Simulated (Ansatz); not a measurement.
# Structural relaxation of a frame of liquid dimethyl carbonate from 300 K (108 atoms), part 2 of 3

Wanted: the relaxed structure of a frame of liquid dimethyl carbonate from 300 K (108 atoms) and its electronic structure.

Ansatz 0.2.0; Kohn-Sham DFT, r2SCAN+D3(BJ), PAW (set soft_2), plane waves.

The cell: 27 C, 27 O and 54 H. The network of contacts between molecules at the start is that of the classical potential that made the cell. Only the Γ point is sampled, in a cell whose shortest periodic width is 11 Å.

So far. Step 2 (Single point at the start): Neighbours are counted within 1.34 Å (H-C), 1.73 Å (C-O).

### Step 3. Relaxation

The atoms are relaxed in the fixed cell, aiming at the force tolerance of the input.

Contents of input.yaml:

```yaml
crystal:
  lattice:
    - [10.78542, 0.0, 0.0]
    - [0.0, 10.78542, 0.0]
    - [0.0, 0.0, 10.78542]
  atoms:
    [... the 108 atom lines of step 2 ...]
kpoints:
  mp_grid: { grid: [1, 1, 1] }
hamiltonian:
  xc: r2scan
  dispersion: d3bj
scf:
  occupations: { method: fixed }
output:
  forces: true
relax:
  f_tol: 0.05
  max_steps: 200
```

The run is started by

```
$ ansatz run input.yaml --threads 4 --pin off --max-ram 8192MiB --backend cpu --events-out ev --progress --plain --runs-dir out
```

Numbers of over 12 decimals in the logs are rounded to 6 here.

The program printed:

```text
[...]
Crystal: 108 atoms, lattice volume = 1254.617 Å³
Basis set: ecut = 500 eV, 31799 PW (Γ), exchange–correlation on 320×320×320 points (64 copies of the dense FFT grid, shifted against one another)
Bands: 270, of which v1, the nominal top of the filled ones, is band 162 counted from 1 (161 counted from 0)
Symmetry: 1 space group operations
[...]
k-points: 1
[...]
SCF iter   1: F=—  HF=-22996.046713 eV  |F-HF|=—  |Δ(HF+E_count)|=         —  Δρ=7.68e-3  dr2=6.43e-1  dr2_τ=8.56e0  ethr=1.77e-3  ⟨swp⟩=5.0  Hψ=864  notcnv=0  defer=103
[...]
SCF iter   3: F=—  HF=-22994.915768 eV  |F-HF|=—  |Δ(HF+E_count)|=   4.91e-3  Δρ=1.67e-3  dr2=2.48e-2  dr2_τ=2.73e-3  ethr=2.95e-5  ⟨swp⟩=3.0  Hψ=317  notcnv=0  defer=44
automatic band count: iteration 3 solves 208 bands in place of 270: the levels show a gap, and the empty bands left out lie too high to hold charge; the band table lists the bands solved (type scf.n_extra_bands for more)
SCF iter   4: F=—  HF=-22994.918188 eV  |F-HF|=—  |Δ(HF+E_count)|=   2.42e-3  Δρ=6.04e-4  dr2=4.55e-3  dr2_τ=6.67e-4  ethr=7.66e-6  ⟨swp⟩=3.0  Hψ=354  notcnv=0  defer=44
[...]
SCF iter   8: F=-22994.920059 eV  HF=-22994.920055 eV  |F-HF|=4.33e-6  |Δ(HF+E_count)|=   7.95e-6  Δρ=1.23e-5  dr2=1.81e-6  dr2_τ=1.76e-7  ethr=1.20e-8  ⟨swp⟩=2.0  Hψ=701  notcnv=0
SCF 1 converged in 8 iterations: F = -22994.920059 eV  dr2 = 1.81e-6
[...]
relax step   1: F+E_penalty+E_count = -22994.92005943 eV  Δ(F+E_penalty+E_count) = +0.000e0 eV  max|allowed force component| = 4.087e0 eV/Å  Δτ_max = 0.0000 Å  (8 SCF iters, dr2 threshold 6.25e-5 eV, accepted)
[... from here on, the SCF cycles and remarks between the steps are left out ...]
relax step   2: F+E_penalty+E_count = -22998.98857007 eV  Δ(F+E_penalty+E_count) = -4.069e0 eV  max|allowed force component| = 1.878e0 eV/Å  Δτ_max = 0.1941 Å  (7 SCF iters, dr2 threshold 1.00e-4 eV, accepted)
relax step   3: F+E_penalty+E_count = -22999.63740760 eV  Δ(F+E_penalty+E_count) = -6.488e-1 eV  max|allowed force component| = 1.171e0 eV/Å  Δτ_max = 0.2000 Å  (7 SCF iters, dr2 threshold 1.00e-4 eV, accepted)
relax step   4: F+E_penalty+E_count = -23000.08797006 eV  Δ(F+E_penalty+E_count) = -4.506e-1 eV  max|allowed force component| = 4.506e-1 eV/Å  Δτ_max = 0.1936 Å  (7 SCF iters, dr2 threshold 1.00e-4 eV, accepted)
relax step   5: F+E_penalty+E_count = -23000.22423254 eV  Δ(F+E_penalty+E_count) = -1.363e-1 eV  max|allowed force component| = 3.669e-1 eV/Å  Δτ_max = 0.1703 Å  (7 SCF iters, dr2 threshold 3.01e-5 eV, accepted)
relax step   6: F+E_penalty+E_count = -23000.31912010 eV  Δ(F+E_penalty+E_count) = -9.489e-2 eV  max|allowed force component| = 3.433e-1 eV/Å  Δτ_max = 0.1933 Å  (7 SCF iters, dr2 threshold 1.99e-5 eV, accepted)
relax step   7: F+E_penalty+E_count = -23000.38529347 eV  Δ(F+E_penalty+E_count) = -6.617e-2 eV  max|allowed force component| = 3.133e-1 eV/Å  Δτ_max = 0.1680 Å  (7 SCF iters, dr2 threshold 7.81e-5 eV, accepted)
relax step   8: F+E_penalty+E_count = -23000.43466348 eV  Δ(F+E_penalty+E_count) = -4.937e-2 eV  max|allowed force component| = 3.672e-1 eV/Å  Δτ_max = 0.1949 Å  (7 SCF iters, dr2 threshold 8.17e-5 eV, accepted)
relax step   9: F+E_penalty+E_count = -23000.46991864 eV  Δ(F+E_penalty+E_count) = -3.526e-2 eV  max|allowed force component| = 4.182e-1 eV/Å  Δτ_max = 0.1683 Å  (7 SCF iters, dr2 threshold 1.00e-4 eV, accepted)
relax step  10: F+E_penalty+E_count = -23000.50273236 eV  Δ(F+E_penalty+E_count) = -3.281e-2 eV  max|allowed force component| = 4.300e-1 eV/Å  Δτ_max = 0.1825 Å  (7 SCF iters, dr2 threshold 1.00e-4 eV, accepted)
relax step  11: F+E_penalty+E_count = -23000.53106200 eV  Δ(F+E_penalty+E_count) = -2.833e-2 eV  max|allowed force component| = 3.743e-1 eV/Å  Δτ_max = 0.1470 Å  (6 SCF iters, dr2 threshold 1.00e-4 eV, accepted)
relax step  12: F+E_penalty+E_count = -23000.55506318 eV  Δ(F+E_penalty+E_count) = -2.400e-2 eV  max|allowed force component| = 2.809e-1 eV/Å  Δτ_max = 0.1296 Å  (6 SCF iters, dr2 threshold 1.00e-4 eV, accepted)
relax step  13: F+E_penalty+E_count = -23000.57084230 eV  Δ(F+E_penalty+E_count) = -1.578e-2 eV  max|allowed force component| = 2.878e-1 eV/Å  Δτ_max = 0.1400 Å  (7 SCF iters, dr2 threshold 4.44e-5 eV, accepted)
relax step  14: F+E_penalty+E_count = -23000.58384357 eV  Δ(F+E_penalty+E_count) = -1.300e-2 eV  max|allowed force component| = 3.305e-1 eV/Å  Δτ_max = 0.1059 Å  (6 SCF iters, dr2 threshold 4.66e-5 eV, accepted)
relax step  15: F+E_penalty+E_count = -23000.59735887 eV  Δ(F+E_penalty+E_count) = -1.352e-2 eV  max|allowed force component| = 3.091e-1 eV/Å  Δτ_max = 0.0986 Å  (6 SCF iters, dr2 threshold 1.00e-4 eV, accepted)
relax step  16: F+E_penalty+E_count = -23000.60966587 eV  Δ(F+E_penalty+E_count) = -1.231e-2 eV  max|allowed force component| = 3.963e-1 eV/Å  Δτ_max = 0.1380 Å  (7 SCF iters, dr2 threshold 8.36e-5 eV, accepted)
relax step  17: F+E_penalty+E_count = -23000.61799852 eV  Δ(F+E_penalty+E_count) = -8.333e-3 eV  max|allowed force component| = 4.549e-1 eV/Å  Δτ_max = 0.1116 Å  (6 SCF iters, dr2 threshold 1.00e-4 eV, accepted)
relax step  18: F+E_penalty+E_count = -23000.62544667 eV  Δ(F+E_penalty+E_count) = -7.448e-3 eV  max|allowed force component| = 3.318e-1 eV/Å  Δτ_max = 0.0887 Å  (5 SCF iters, dr2 threshold 1.00e-4 eV, accepted)
relax step  19: F+E_penalty+E_count = -23000.63224925 eV  Δ(F+E_penalty+E_count) = -6.803e-3 eV  max|allowed force component| = 1.302e-1 eV/Å  Δτ_max = 0.0734 Å  (5 SCF iters, dr2 threshold 5.86e-5 eV, accepted)
relax step  20: F+E_penalty+E_count = -23000.63859923 eV  Δ(F+E_penalty+E_count) = -6.350e-3 eV  max|allowed force component| = 8.818e-2 eV/Å  Δτ_max = 0.0908 Å  (7 SCF iters, dr2 threshold 2.61e-6 eV, accepted)
relax step  21: F+E_penalty+E_count = -23000.63934015 eV  Δ(F+E_penalty+E_count) = -7.409e-4 eV  max|allowed force component| = 2.649e-1 eV/Å  Δτ_max = 0.1709 Å  (10 SCF iters, accepted)
relax step  22: F+E_penalty+E_count = -23000.64558191 eV  Δ(F+E_penalty+E_count) = -6.242e-3 eV  max|allowed force component| = 1.046e-1 eV/Å  Δτ_max = 0.0466 Å  (5 SCF iters, dr2 threshold 3.22e-5 eV, accepted)
relax step  23: F+E_penalty+E_count = -23000.64811178 eV  Δ(F+E_penalty+E_count) = -2.530e-3 eV  max|allowed force component| = 4.125e-2 eV/Å  Δτ_max = 0.0396 Å  (8 SCF iters, accepted)
relax step  24: F+E_penalty+E_count = -23000.65194325 eV  Δ(F+E_penalty+E_count) = -3.831e-3 eV  max|allowed force component| = 6.851e-2 eV/Å  Δτ_max = 0.1239 Å  (9 SCF iters, accepted)
relax step  25: F+E_penalty+E_count = -23000.65293944 eV  Δ(F+E_penalty+E_count) = -9.962e-4 eV  max|allowed force component| = 1.059e-1 eV/Å  Δτ_max = 0.1581 Å  (10 SCF iters, accepted)
relax step  26: F+E_penalty+E_count = -23000.65442184 eV  Δ(F+E_penalty+E_count) = -1.482e-3 eV  max|allowed force component| = 5.004e-2 eV/Å  Δτ_max = 0.0262 Å  (5 SCF iters, dr2 threshold 1.12e-5 eV, accepted)
relax step  27: F+E_penalty+E_count = -23000.65523229 eV  Δ(F+E_penalty+E_count) = -8.105e-4 eV  max|allowed force component| = 2.949e-2 eV/Å  Δτ_max = 0.0191 Å  (7 SCF iters, accepted)
[...]
SCF iter   2: F=-23000.655232 eV  HF=-23000.655232 eV  |F-HF|=5.92e-8  |Δ(HF+E_count)|=   7.25e-8  Δρ=1.24e-6  dr2=2.71e-8  dr2_τ=1.05e-9  ethr=2.22e-11  ⟨swp⟩=4.0  Hψ=593  notcnv=0
SCF 28 converged in 2 iterations: F = -23000.655232 eV  dr2 = 2.71e-8
SCF converged after 2 iterations
Free energy (F): -23000.655232 eV
[...]
Internal energy: -23000.655232 eV  (E = F + TS)
E sigma→0 (E₀):  -23000.655232 eV
Fermi energy:    -2.435970 eV
[...]
--- Forces (eV/Å), atoms counted from 1 ---
  atom   1  C     -0.00795351     0.00459438     0.00767827
  atom   2  O     -0.00556314    -0.00466918    -0.01154091
  atom   3  C      0.00225674     0.01680272     0.02948493
  atom   4  O      0.00084354    -0.00850756    -0.01144014
  atom   5  O      0.00230196    -0.00197106    -0.00563031
  atom   6  C     -0.00336491     0.00286995    -0.00391767
  atom   7  H      0.00014645     0.00441357    -0.00078040
  atom   8  H      0.00201154    -0.00331616    -0.01043056
  atom   9  H      0.00855825    -0.00700627     0.00561540
  atom  10  H      0.00288531    -0.00126178     0.00252504
  atom  11  H      0.00187164     0.00109182     0.00009415
  atom  12  H      0.00117881    -0.00249669    -0.00169156
  atom  13  C      0.00019105    -0.00179360    -0.00253344
  atom  14  O     -0.00229585     0.00569559    -0.00276203
[...]
atom 107  H      0.00031920    -0.00084653    -0.00015294
  atom 108  H      0.00051642    -0.00005598     0.00056509
  max |Σ_I F_I| component: 7.16e-5 eV/Å
--- Relaxed structure (27 steps of the walk, 27 accepted, 0 SCFs on fresh bases) ---
  F+E_penalty+E_count = -23000.65523229 eV   max|allowed force component| = 2.949e-2 eV/Å
  atoms:
    - { symbol: C, position: [0.949369, 0.130750, 0.729844] }
    - { symbol: O, position: [0.839972, 0.131400, 0.806312] }
    - { symbol: C, position: [0.806713, 0.020504, 0.849210] }
    - { symbol: O, position: [0.860187, 0.923633, 0.830082] }
[...]
- { symbol: H, position: [0.551349, 0.393718, 0.992936] }
```

Wall time 3.3 min (4 threads of AMD EPYC 9R45, shared host); peak memory 3 GiB; 13 min of CPU time.

The steps of the relaxation (22 of 27):

```
step  energy less that of the first step (eV)  largest force component (eV/Å)
   1                                   0.0000                          4.0873
   2                                  -4.0685                          1.8782
   3                                  -4.7173                          1.1705
   5                                  -5.3042                          0.3669
   6                                  -5.3991                          0.3433
   7                                  -5.4652                          0.3132
   8                                  -5.5146                          0.3672
  10                                  -5.5827                          0.4300
  11                                  -5.6110                          0.3743
  12                                  -5.6350                          0.2809
  13                                  -5.6508                          0.2878
  15                                  -5.6773                          0.3091
  16                                  -5.6896                          0.3963
  17                                  -5.6979                          0.4549
  18                                  -5.7054                          0.3318
  20                                  -5.7185                          0.0882
  21                                  -5.7193                          0.2649
  22                                  -5.7255                          0.1046
  23                                  -5.7281                          0.0412
  25                                  -5.7329                          0.1059
  26                                  -5.7344                          0.0500
  27                                  -5.7352                          0.0295
```

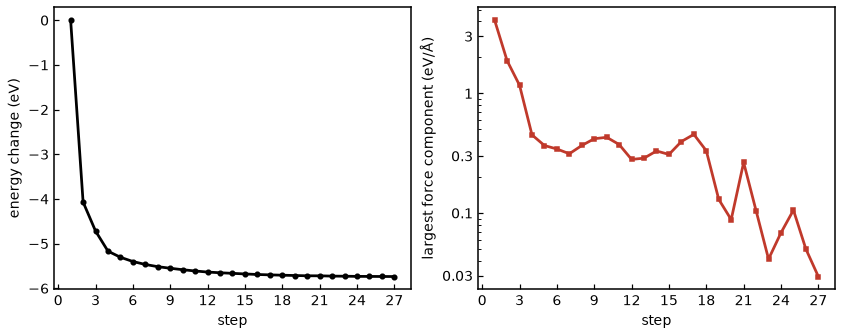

Energy and largest force along the relaxation.

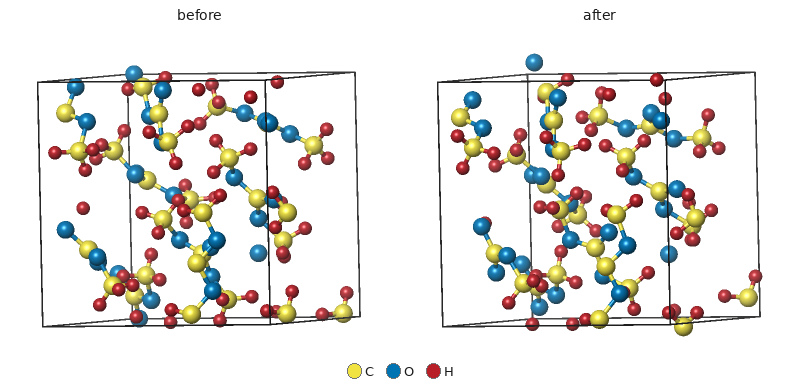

The structure before and after the relaxation, drawn at the same scale. Bonds to atoms that aren't drawn are left out.

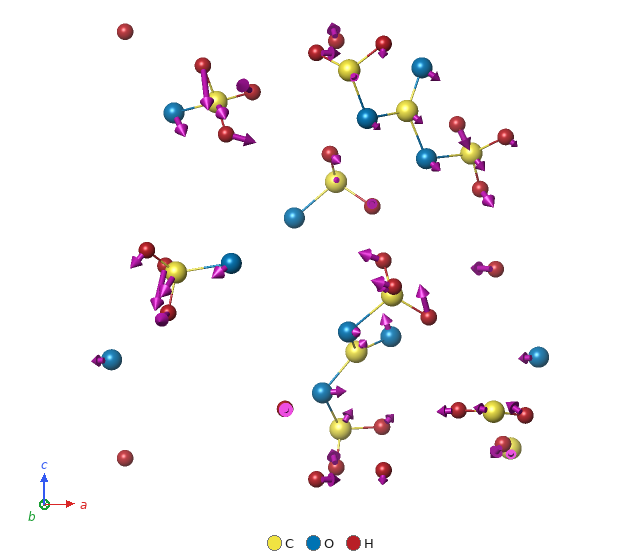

Displacements in the relaxation, scaled; the longest in the cell stands for 2.01 Å. Drawn is a slice 4 Å thick, seen along the normal of the ac plane. Bonds to atoms that aren't drawn are left out.

The atoms that moved most (Å):

```
atom      dx      dy      dz  length
 H91   0.081  -1.405  -1.433   2.009
 H59  -0.440  -1.101  -1.463   1.883
 H60  -0.395  -1.489  -0.176   1.550
  H8   1.452  -0.494   0.135   1.540
  H9   1.096   0.568   0.769   1.455
 H79  -1.066  -0.344  -0.690   1.316
 H92  -0.529  -0.994   0.401   1.195
 H43  -0.308  -0.340   1.094   1.186
```

The relaxation changed the energy by -53.1 meV/atom, and atoms moved by 0.80 Å r.m.s., 2.0 Å at most.

### Step 4. Distances and neighbours after relaxation

Bonds before and after, by the cutoffs listed below:

```
pair  bonds before  bonds after  mean before (Å)  mean after (Å)  spread before (Å)  spread after (Å)
 H-C            54           54            1.092           1.087              0.030             0.002
 C-O            45           45            1.359           1.352              0.080             0.086
```

Density 1.07 g/cm³, 11.62 Å³ an atom.

g(r), total and by pair (bins of 0.2 Å):

```
r (Å)  total   H-H    H-C   H-O   C-C    C-O   O-O
 1.00   4.00  0.00  16.00  0.00  0.00   0.00  0.00
 1.20   0.52  0.00   0.00  0.00  0.00   4.11  0.00
 1.40   1.64  0.00   0.00  0.00  0.00  13.05  0.00
 1.60   0.00  0.00   0.00  0.00  0.00   0.00  0.00
 1.80   1.47  5.85   0.00  0.00  0.00   0.00  0.00
 2.00   1.09  0.00   0.00  4.37  0.00   0.00  0.00
 2.20   0.46  0.00   0.00  0.00  0.00   0.00  7.37
 2.40   0.40  0.24   0.00  0.24  4.56   0.00  0.00
 2.60   1.26  0.49   1.73  1.95  0.00   1.74  0.00
 2.80   0.75  1.14   0.22  1.64  0.00   0.00  0.00
 3.00   0.59  0.95   0.52  0.68  0.00   0.37  0.00
 3.20   0.78  0.70   1.45  0.54  0.00   0.54  0.66
 3.40   0.90  0.80   0.95  0.83  0.35   1.73  0.34
 3.60   0.92  0.88   1.46  0.55  0.41   1.07  0.63
 3.80   1.24  0.83   1.38  1.90  1.41   0.72  0.58
 4.00   0.91  0.93   0.84  0.90  1.86   0.81  0.43
 4.20   1.08  1.07   0.80  1.58  1.47   0.65  0.78
 4.40   1.12  1.08   1.13  1.08  1.06   1.19  1.40
 4.60   1.06  1.12   0.92  1.05  2.11   0.49  1.43
 4.80   1.15  1.26   1.41  0.92  0.90   0.94  1.31
 5.00   1.11  1.07   1.31  0.94  0.82   1.40  0.93
 5.20   1.00  1.05   0.97  0.93  0.86   1.31  0.80
```

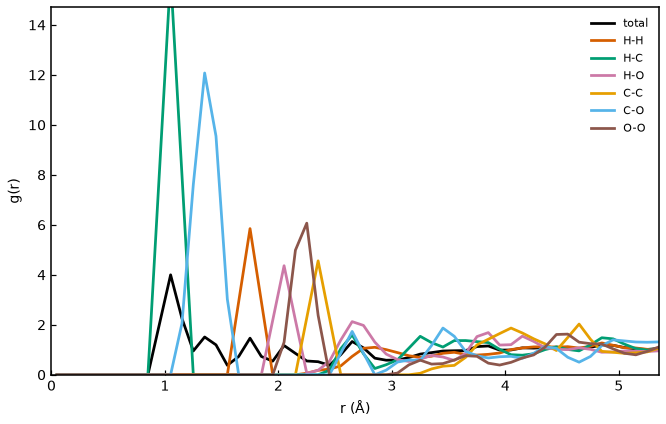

Pair distribution functions, lightly smoothed, with peaks cut at 14.

Bonds by pair of elements; cutoffs follow the first minimum of g(r), held within bounds set by covalent radii, and pairs that aren't listed don't count as bonded:

```
pair A-B  cutoff (Å)  bonds  mean length (Å)  spread (Å)  shortest (Å)  B about A  A about B
     H-C        1.34     54             1.09       0.002          1.08          1          2
     C-O        1.73     45             1.35       0.086          1.21       1.67       1.67
```

How many atoms have how many bonded neighbours:

```
element  mean   1   2  3   4
      C  3.67   0   0  9  18
      H     1  54   0  0   0
      O  1.67   9  18  0   0
```

Bond angles, per cent of each kind in bins of 5°:

```
angle (°)  H-C-H  H-C-O  O-C-O  C-O-C
  100–105    0.0    1.8    0.0    0.0
  105–110   22.2   42.6   33.3    0.0
  110–115   77.8   55.6    0.0   94.4
  115–120    0.0    0.0    0.0    5.6
  120–125    0.0    0.0    0.0    0.0
  125–130    0.0    0.0   66.7    0.0
```

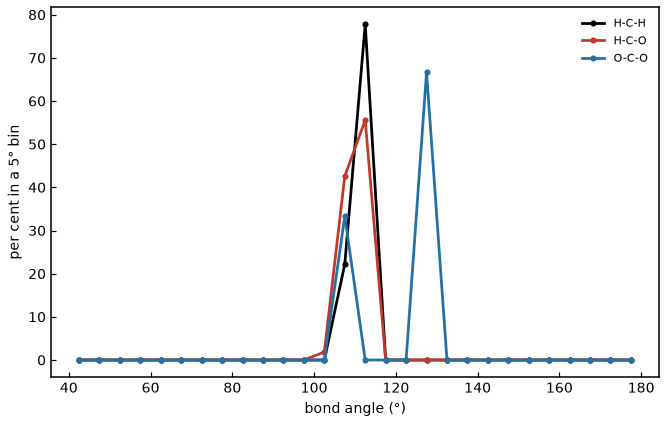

Distributions of the most common bond angles.

Bond angles (no mean is given where the spread exceeds 20°):

```
angle  count  mean (°)  spread (°)
H-C-H     54       110         0.5
H-C-O     54       109         2.3
O-C-O     27       120         8.5
C-O-C     18       114         0.3
```

Bond length by coordination (bonds to H left out):

```
element  coordination  atoms  mean bond length (Å)
      C             3      9                  1.29
      C             4     18                  1.44
      O             1      9                  1.21
      O             2     18                  1.39
```

By these cutoffs 67 % of C atoms have 4, all H atoms have 1 and 67 % of O atoms have 2 bonded neighbours. The H-C-H angle averages 110° with a spread of 0.5°.

(Continued in part 3 of 3.)

[Logs are printed without paths, hosts, clocks, repeated set-up lines and the standing remarks that a program may print on its own settings, such as how far it seeks lower states.]

[Hosts, paths, dates, database ids (printed as entryN), source tags and the programs' standing remarks are cut or masked in the printed files.]
